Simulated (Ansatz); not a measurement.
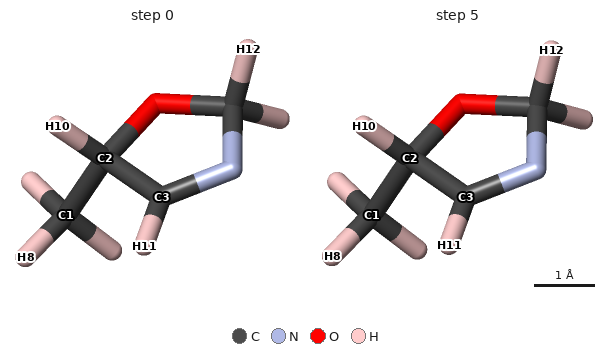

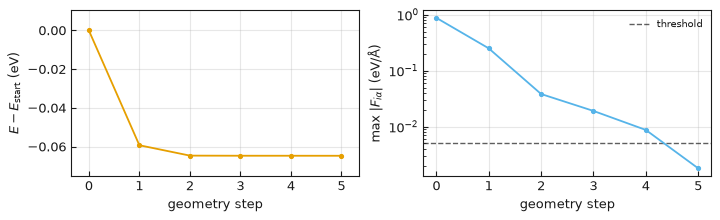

First and last geometry of a relaxation of C4H7NO, with the history of the run. A stick model, seen from a free direction.

The start comes from PBE-D4/def2-SVP.

All numbers below come from RKS PBE0-D4/def2-TZVP in Ansatz.

Input
```yaml
crystal:
  periodic: [false, false, false]
  atoms:
    - {symbol: C, position_ang: [-0.316024, -1.498435, 0.839459]}
    - {symbol: C, position_ang: [0.388459, -0.184206, 0.502217]}
    - {symbol: C, position_ang: [0.832241, -0.057074, -0.942472]}
    - {symbol: N, position_ang: [0.348120, 0.960750, -1.550152]}
    - {symbol: C, position_ang: [-0.472143, 1.664617, -0.587989]}
    - {symbol: O, position_ang: [-0.492761, 0.927815, 0.637843]}
    - {symbol: H, position_ang: [-1.172222, -1.667389, 0.156143]}
    - {symbol: H, position_ang: [0.383710, -2.355034, 0.756141]}
    - {symbol: H, position_ang: [-0.700874, -1.467255, 1.877336]}
    - {symbol: H, position_ang: [1.274064, -0.064235, 1.181022]}
    - {symbol: H, position_ang: [1.512721, -0.770919, -1.442785]}
    - {symbol: H, position_ang: [-0.056362, 2.690038, -0.429944]}
    - {symbol: H, position_ang: [-1.508328, 1.786526, -0.982119]}
basis:
  gaussian: {orbitals: def2-TZVP}
hamiltonian: {xc: pbe0, dispersion: d4}
relax: {f_tol: 0.005, max_steps: 150}
```

Question: Did the run converge, and what did it change?

Answer: It converged. H12 moves most after the best rigid fit: 0.035 Å. Largest moves by element: H 0.035 Å, N 0.024 Å, C 0.017 Å, O 0.010 Å. Among the contacts that change: C2–H10 1.122 → 1.102 Å, C3–N4 1.280 → 1.263 Å, C1–H7 1.108 → 1.092 Å, C2–C3 1.517 → 1.501 Å. After 5 geometry steps the energy has fallen by 0.065 eV. Largest force component: 0.88 eV/Å at the start, 0.0018 eV/Å at the end. The run took of the order of 80 core-seconds on a shared host.
